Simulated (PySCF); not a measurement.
# HCF2CF2OMe: NMR shifts in gas and solvents, part 1 of 2

Aim: compute the NMR shifts of HCF2CF2OMe (`COC(F)(F)C(F)F`), and see what a dielectric continuum does where one was used.

Computed with PySCF 2.14.0, with density-fitted response routines of our own, on a single molecule, in the gas phase or a continuum. Atoms are numbered from 0 throughout.

## (1) The molecule as given

12 atoms, charge 0, multiplicity 1; geometry from: GFN2-xTB. The atoms were then displaced at random by about 0.01 Å, so the start is not that level's minimum.

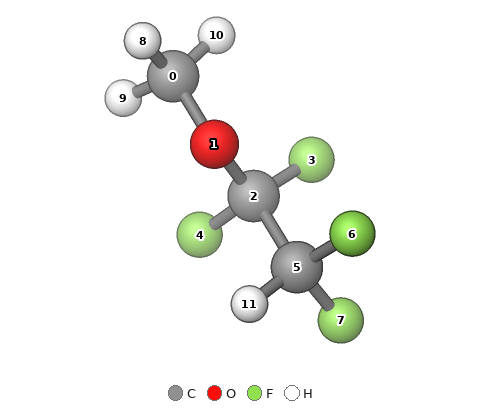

The starting geometry (carbon grey, oxygen red, fluorine green, hydrogen white), atoms numbered.

## (2) Relaxing the molecule at PBE0-D3(BJ)/def2-TZVP

Job settings and geometry (Å):

```
{"job": {"xc": "PBE0", "basis": "def2-TZVP", "d3": "d3bj", "grid": 2, "shake": 0.01, "kind": "geom"}, "charge": 0, "multiplicity": 1}
C     -1.898110     0.111210     0.114790
O     -0.568240     0.603490     0.058530
C      0.356790    -0.333350     0.154700
F      0.280930    -1.309740    -0.768660
F      0.306170    -1.002830     1.348560
C      1.766130     0.338040     0.065340
F      1.895960     0.982280    -1.100340
F      2.754740    -0.588110     0.108730
H     -2.530660     1.036020     0.045530
H     -2.111300    -0.369420     1.069830
H     -2.126210    -0.542400    -0.713190
H      1.913490     1.046550     0.901300
```

The run is started by

```console
$ OMP_NUM_THREADS=1 python probes_run.py task.json out
```

One launch serves the whole session: the jobs run in the order shown.

The program printed:

```text
step   0  E = -590.98331244  max force = 0.038676
step   1  E = -590.98628915  max force = 0.008190
step   2  E = -590.98660288  max force = 0.002160
step   3  E = -590.98665974  max force = 0.000678
step   4  E = -590.98670493  max force = 0.000922
step   5  E = -590.98673630  max force = 0.001406
step   6  E = -590.98675322  max force = 0.000975
step   7  E = -590.98675987  max force = 0.000348
optimisation converged
```

It took 2.2 min on 1 thread of AMD EPYC 9R45, shared host; peak memory 1.3 GiB.

Along the way:

```csv
step,energy from step 0 (eV),largest force component (eV/Å)
0,0.0000,1.9888
1,-0.0810,0.4211
2,-0.0895,0.1111
3,-0.0911,0.0349
4,-0.0923,0.0474
5,-0.0932,0.0723
6,-0.0936,0.0501
7,-0.0938,0.0179
```

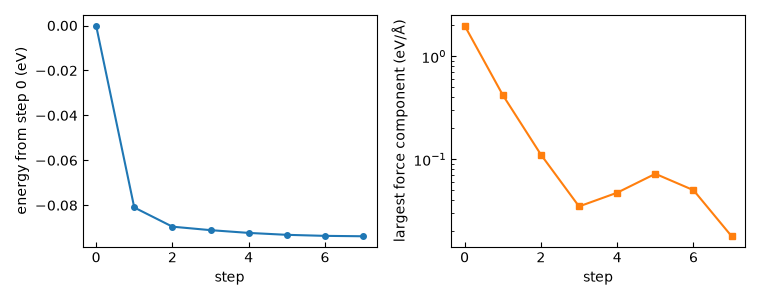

Energy and largest force along the relaxation.

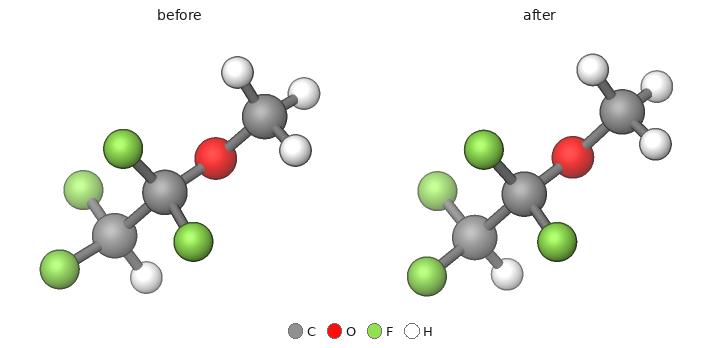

The geometry before (left) and after (right).

Distances of close pairs at the start and the end, largest changes first:

```csv
bond,before (Å),after (Å),change (Å)
C0–H8,1.123,1.087,-0.036
C2–C5,1.564,1.534,-0.030
O1–C2,1.320,1.340,+0.020
C5–H11,1.106,1.094,-0.012
C5–F7,1.355,1.344,-0.012
C0–H10,1.079,1.091,+0.011
C2–F4,1.370,1.358,-0.011
C0–O1,1.419,1.427,+0.008
```

The final coordinates are the input of the step that follows.

```csv
at the end point,value
point group (found at 0.08 Å tolerance),C1
"rotational constants (GHz, main isotopes)","3.346, 1.617, 1.381"
dipole moment (D),2.69
```

## (3) NMR shieldings: PBE0/pcSseg-2

Job settings and geometry (Å):

```
{"job": {"kind": "nmr", "xc": "PBE0", "basis": "pcSseg-2"}, "charge": 0, "multiplicity": 1}
C     -1.899476     0.180470     0.029495
O     -0.539158     0.610894     0.031726
C      0.379526    -0.349216     0.201346
F      0.271636    -1.332665    -0.717265
F      0.257078    -0.954867     1.410989
C      1.770464     0.292642     0.127775
F      1.956441     0.817926    -1.095133
F      2.704705    -0.650621     0.334160
H     -2.490449     1.079699    -0.123451
H     -2.160387    -0.277481     0.984944
H     -2.079440    -0.521655    -0.785442
H      1.870073     1.078694     0.881757
```

Method: GIAO PBE0/pcSseg-2 NMR shielding, non-relativistic, gas phase.

The program printed:

```text
coarse grid: 11168 points
cycle   1  E = -590.7958247526  dE =  1.294e+00  |g| = 1.093e+00  |ddm| = 2.284e+00
cycle   2  E = -590.5662849738  dE =  2.295e-01  |g| = 1.666e+00  |ddm| = 1.091e+00
cycle   3  E = -590.9819157579  dE = -4.156e-01  |g| = 6.167e-02  |ddm| = 6.725e-01
cycle   4  E = -590.9822952842  dE = -3.795e-04  |g| = 3.737e-02  |ddm| = 4.584e-02
cycle   5  E = -590.9824839597  dE = -1.887e-04  |g| = 1.253e-02  |ddm| = 2.124e-02
cycle   6  E = -590.9825078523  dE = -2.389e-05  |g| = 2.086e-03  |ddm| = 5.834e-03
cycle   7  E = -590.9825084011  dE = -5.488e-07  |g| = 7.458e-04  |ddm| = 1.132e-03
final grid: 112736 points
cycle   8  E = -590.9761298772  dE = -1.311e-04  |g| = 9.176e-03  |ddm| = 3.852e-02
cycle   9  E = -590.9761192609  dE =  1.062e-05  |g| = 1.238e-02  |ddm| = 9.113e-03
cycle  10  E = -590.9761450411  dE = -2.578e-05  |g| = 1.041e-03  |ddm| = 5.178e-03
cycle  11  E = -590.9761452175  dE = -1.764e-07  |g| = 4.256e-04  |ddm| = 8.338e-04
cycle  12  E = -590.9761452496  dE = -3.216e-08  |g| = 1.358e-04  |ddm| = 2.542e-04
cycle  13  E = -590.9761452520  dE = -2.375e-09  |g| = 2.969e-05  |ddm| = 6.136e-05
cycle  14  E = -590.9761452521  dE = -1.296e-10  |g| = 8.148e-06  |ddm| = 1.680e-05
converged SCF energy = -590.9761452521

GIAO shielding tensors (ppm)
atom      isotropic    diamagn.    paramagn.     s11        s22        s33       span
  0 C      134.228     240.130    -105.902    105.408    111.107    186.167     80.759
  1 O      247.560     393.160    -145.601    182.993    256.077    303.609    120.616
  2 C       57.333     242.810    -185.477     38.174     65.076     68.748     30.573
  3 F      295.318     470.650    -175.332    188.461    323.405    374.089    185.628
  4 F      281.412     470.226    -188.814    169.641    306.998    367.595    197.954
  5 C       67.894     238.350    -170.456     49.576     72.886     81.221     31.645
  6 F      324.984     466.369    -141.386    220.443    351.121    403.387    182.945
  7 F      327.953     463.492    -135.539    224.711    352.141    407.007    182.296
  8 H       28.061      28.212      -0.151     24.146     26.007     34.029      9.883
  9 H       27.820      29.049      -1.228     23.485     26.151     33.825     10.340
 10 H       27.771      29.298      -1.527     23.397     26.268     33.649     10.251
 11 H       25.878      28.551      -2.673     24.119     25.015     28.499      4.380
```

Run time: 34 s. Hardware: 1 thread of AMD EPYC 9R45, shared host; peak memory 1.5 GiB.

Shifts follow as δ = σ(reference) − σ, with reference shieldings (ppm) from runs at the same level and on the same kind of geometry: 1H TMS 31.52, 13C TMS 186.0, 19F CFCl3 174.3, 17O H2O 329.5. The references are single molecules in the gas phase, so shifts against H2O, NH3, PH3, H3PO4 or CFCl3 are not on the usual liquid scales and can be off by tens of ppm. Atoms listed in one row are averaged.

```csv
atoms,environment,σ (ppm),δ (ppm)
C2,fully substituted sp3 carbon bonded to 2 F and O,57.3,128.7
C5,sp3 CH bonded to 2 F,67.9,118.1
C0,methyl carbon bonded to O,134.2,51.8
H11,hydrogen on an sp3 CH bonded to 2 F,25.88,5.65
"H8, H9, H10",hydrogen on a methyl carbon bonded to O,27.88,3.64
O1,ether oxygen,247.6,82.0
"F3, F4",fluorine of a CF2 group,288.4,-114.1
"F6, F7",fluorine of a CF2 group,326.5,-152.2
```

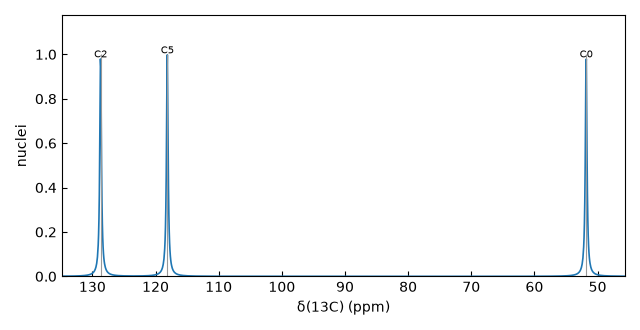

13C lines at the computed shifts, without couplings. Lines are broadened to a width of 0.31 ppm (Lorentzian).

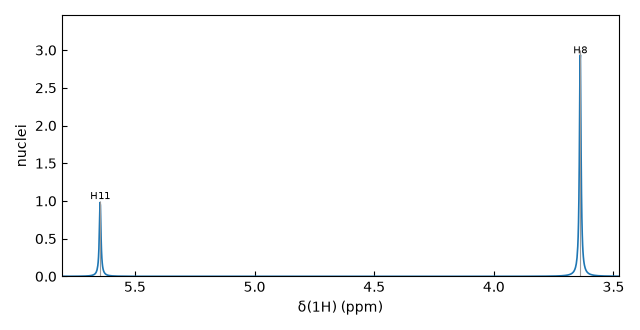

1H lines at the computed shifts, without couplings. Lines are broadened to a width of 0.01 ppm (Lorentzian).

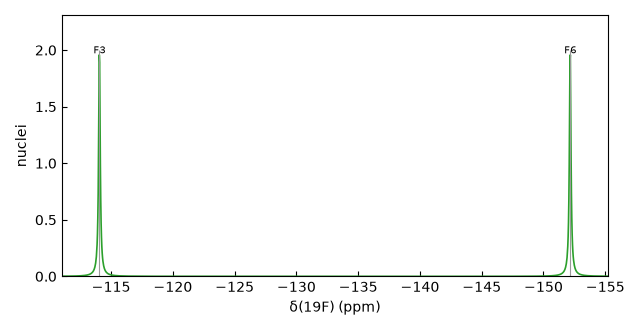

19F lines at the computed shifts, without couplings. Lines are broadened to a width of 0.15 ppm (Lorentzian).

Charges from the same density, by scheme (e):

```csv
atoms,Mulliken,IAO,Hirshfeld,ESP fit
C0,0.11,-0.23,-0.04,-0.22
O1,-0.39,-0.37,-0.13,-0.25
C2,0.64,0.71,0.21,0.33
"F3, F4",-0.26,-0.30,-0.10,-0.15
C5,0.50,0.43,0.12,0.20
"F6, F7",-0.25,-0.29,-0.10,-0.16
```

IAO charges:

```csv
atom,value (e)
C0,-0.23
O1,-0.37
C2,0.71
F3,-0.30
F4,-0.31
C5,0.43
F6,-0.29
F7,-0.29
H8,0.18
H9,0.16
H10,0.16
H11,0.16
```

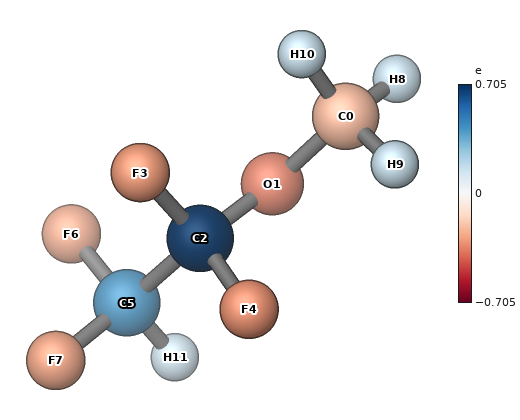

IAO charges, as colours on the atoms.

Mayer bond orders: C0–O1 0.86, O1–C2 1.18, C2–F3 0.98, C2–F4 0.97, C2–C5 0.93, C5–F6 1.00, C5–F7 0.99.

## (4) Nuclear shieldings: KT3/pcSseg-2

The job, as its differences from that of step 3:

```diff
@@ -1,2 +1,2 @@
-{"job": {"kind": "nmr", "xc": "PBE0", "basis": "pcSseg-2"}, "charge": 0, "multiplicity": 1}
+{"job": {"kind": "nmr", "xc": "KT3", "basis": "pcSseg-2", "pop": false}, "charge": 0, "multiplicity": 1}
 C     -1.899476     0.180470     0.029495
```

Level: GIAO KT3/pcSseg-2 NMR shielding, non-relativistic, gas phase.

The program printed:

```text
coarse grid: 11168 points
cycle   1  E = -598.7949968483  dE =  1.258e+00  |g| = 1.369e+00  |ddm| = 2.247e+00
cycle   2  E = -598.0260327979  dE =  7.690e-01  |g| = 2.606e+00  |ddm| = 1.792e+00
cycle   3  E = -599.0700538921  dE = -1.044e+00  |g| = 1.543e-01  |ddm| = 1.270e+00
cycle   4  E = -599.0732462738  dE = -3.192e-03  |g| = 9.571e-02  |ddm| = 1.694e-01
cycle   5  E = -599.0747336553  dE = -1.487e-03  |g| = 3.249e-02  |ddm| = 6.550e-02
cycle   6  E = -599.0749044810  dE = -1.708e-04  |g| = 8.132e-03  |ddm| = 2.050e-02
cycle   7  E = -599.0749140920  dE = -9.611e-06  |g| = 2.593e-03  |ddm| = 5.349e-03
final grid: 112736 points
cycle   8  E = -599.0729570524  dE = -5.225e-04  |g| = 4.122e-02  |ddm| = 1.253e-01
cycle   9  E = -599.0722656259  dE =  6.914e-04  |g| = 7.789e-02  |ddm| = 5.025e-02
cycle  10  E = -599.0731888372  dE = -9.232e-04  |g| = 5.240e-03  |ddm| = 3.641e-02
cycle  11  E = -599.0731938110  dE = -4.974e-06  |g| = 1.601e-03  |ddm| = 4.204e-03
cycle  12  E = -599.0731941494  dE = -3.384e-07  |g| = 5.830e-04  |ddm| = 9.151e-04
cycle  13  E = -599.0731942141  dE = -6.477e-08  |g| = 1.017e-04  |ddm| = 4.285e-04
cycle  14  E = -599.0731942157  dE = -1.596e-09  |g| = 4.211e-05  |ddm| = 9.373e-05
cycle  15  E = -599.0731942160  dE = -2.760e-10  |g| = 1.023e-05  |ddm| = 2.619e-05
converged SCF energy = -599.0731942160

GIAO shielding tensors (ppm)
atom      isotropic    diamagn.    paramagn.     s11        s22        s33       span
  0 C      131.512     239.432    -107.920    102.845    108.358    183.334     80.489
  1 O      234.578     392.983    -158.405    175.281    240.718    287.734    112.454
  2 C       56.340     244.271    -187.931     36.318     64.926     67.776     31.457
  3 F      284.754     472.898    -188.143    177.890    310.419    365.954    188.064
  4 F      270.377     472.317    -201.939    159.114    293.316    358.702    199.588
  5 C       66.533     239.613    -173.079     45.611     72.931     81.058     35.447
  6 F      309.136     468.564    -159.428    205.644    339.665    382.099    176.454
  7 F      312.617     464.796    -152.180    209.640    341.361    386.848    177.208
  8 H       28.212      28.193       0.019     24.529     26.192     33.916      9.387
  9 H       27.860      29.182      -1.322     23.679     26.138     33.764     10.086
 10 H       27.811      29.515      -1.704     23.586     26.258     33.590     10.004
 11 H       25.830      28.998      -3.168     24.154     25.027     28.310      4.156
```

Wall time 44 s (1 thread of AMD EPYC 9R45, shared host); peak memory 1.2 GiB.

In short: δ C2 126.9, C5 116.7, C0 51.7, O1 90.7, H11 5.80, H8 3.67 ppm (means over like atoms).

(Continued in part 2 of 2.)
